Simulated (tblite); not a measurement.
# Run report: C4H4ClNO2, frequency calculation

The run: frequency calculation of C4H4ClNO2, SMILES OCc1cc(Cl)no1. Method and program: GFN2-xTB harmonic vibrations, gas phase (tblite 0.8.0).

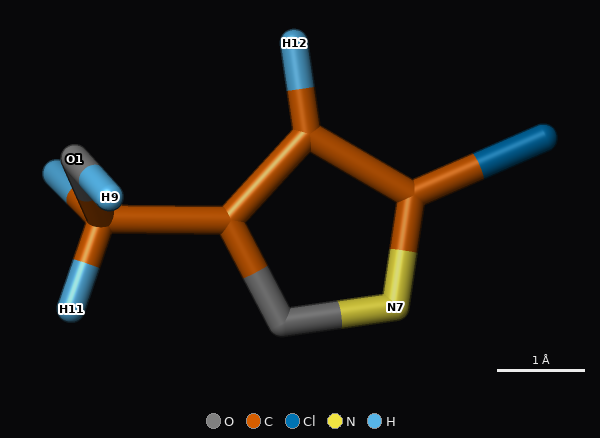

**Figure 1.** The structure as given in the input (stick view, seen at a tilt; atoms are numbered from 1 in the order of the input). Bond lengths as drawn: C–C 1.37 to 1.50 Å, C–Cl 1.69 Å, C–H 1.07 to 1.10 Å, C–N 1.31 Å, C–O 1.34 to 1.40 Å, H–O 0.96 Å and N–O 1.35 Å.

Summary:

| quantity | value |
| --- | --- |
| outcome | converged |
| total energy | −711.7910 eV |
| zero-point energy | 49.3110 kcal/mol |
| hardware | 1 CPU thread, shared host |
| wall time | 0.59 s |
| peak memory | 0.18 GiB |

Input:
```
{"job": {"kind": "ir", "xc": "GFN2-xTB", "basis": "xTB"}, "charge": 0, "multiplicity": 1}
O     -2.233086    -0.195966     0.745549
C     -1.551487     0.178065    -0.424409
C     -0.067216     0.020645    -0.298695
C      0.841971     0.537794     0.579649
C      2.065268    -0.039731     0.152237
Cl     3.593762     0.204230     0.828636
N      1.883846    -0.822176    -0.880943
O      0.565209    -0.792604    -1.161298
H     -2.091855    -1.134673     0.915036
H     -1.795909     1.232822    -0.579052
H     -1.888595    -0.400075    -1.295001
H      0.679290     1.210983     1.392264
```

The first line tells a small driver script what to run in tblite; the rest is the geometry in Å.

Launch command:
```bash
OMP_NUM_THREADS=1 python <driver script> task.json out
```

What the program printed:
```
mode    cm-1     km/mol
  1     -29.6      8.70
  2     108.2      1.30
  3     188.3      3.81
  4     260.2      1.92
  5     325.6     84.50
  6     380.1     86.91
  7     406.3     34.82
  8     474.9      2.53
  9     635.2      0.63
 10     641.8      2.95
 11     731.8      6.95
 12     814.7     11.48
 13     928.3     19.47
 14     963.3     16.70
 15     999.6      2.18
 16    1049.8     31.60
 17    1063.9    100.61
 18    1092.0     40.41
 19    1133.8     18.75
 20    1224.3     86.53
 21    1295.4     36.34
 22    1327.2    105.48
 23    1354.4     27.01
 24    1439.4      2.83
 25    1448.3     13.89
 26    1573.3     48.21
 27    2907.3     29.13
 28    2969.8      6.44
 29    3219.0      0.27
 30    3537.5     13.54
```

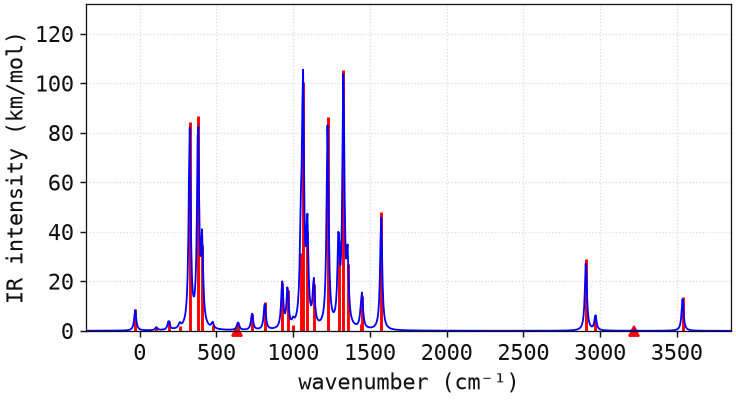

**Figure 2.** Harmonic infrared spectrum, unscaled: sticks (degenerate modes added up, dark ones marked on the axis) with a Lorentzian envelope of 16 cm⁻¹ full width, scaled to the tallest stick; imaginary modes are drawn at negative wavenumbers. 30 modes from 30i to 3538 cm⁻¹, 1 imaginary beyond 8i (30i cm⁻¹): not a clean minimum; so soft a mode can be a shallow saddle, an incomplete relaxation or noise of the force constants. The strongest line is at 1327 cm⁻¹ (105 km/mol).
